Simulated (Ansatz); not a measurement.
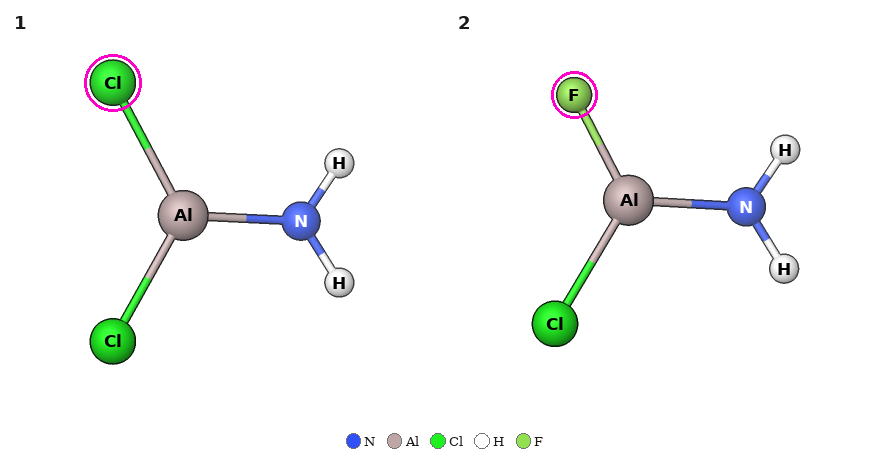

2 molecules with one skeleton, seen from the same side and at one scale; the atom that differs is circled. Each species is neutral and a spin singlet. Computed geometries: PBE0-D4/def2-TZVP optimisations, one conformation each. Properties computed with Ansatz 0.2.0.

One atom differs, called X below: Cl in panel 1, F in panel 2. Their formulas are AlCl2H2N (`[NH2][Al]([Cl])[Cl]`), AlClFH2N (`[NH2][Al]([F])[Cl]`).

Question: In which is the harmonic zero-point energy higher (PBE0-D4/def2-TZVP)?

Answer: In panel 2 (X = F).

Question: In which is the length of X–Al larger (PBE0-D4/def2-TZVP)?

Answer: In panel 1 (X = Cl).

Give the values. With PBE0-D4/def2-TZVP: length of X–Al (Å), angle X–Al–Cl (°), dipole moment (D), harmonic zero-point energy (kJ/mol). With PBE0-D4/def2-QZVPP: HOMO energy (Kohn–Sham orbital) (eV), HOMO–LUMO gap (eV).

| quantity | 1 (Cl) | 2 (F) | 2 − 1 |
| --- | --- | --- | --- |
| length of X–Al (Å) | 2.082 | 1.641 | −0.441 |
| angle X–Al–Cl (°) | 119.9 | 119.0 | −0.9 |
| HOMO energy (Kohn–Sham orbital) (eV) | −8.08 | −8.09 | −0.01 |
| HOMO–LUMO gap (eV) | 7.28 | 7.26 | −0.02 |
| dipole moment (D) | 2.35 | 2.47 | +0.12 |
| harmonic zero-point energy (kJ/mol) | 76.5 | 79.0 | +2.5 |
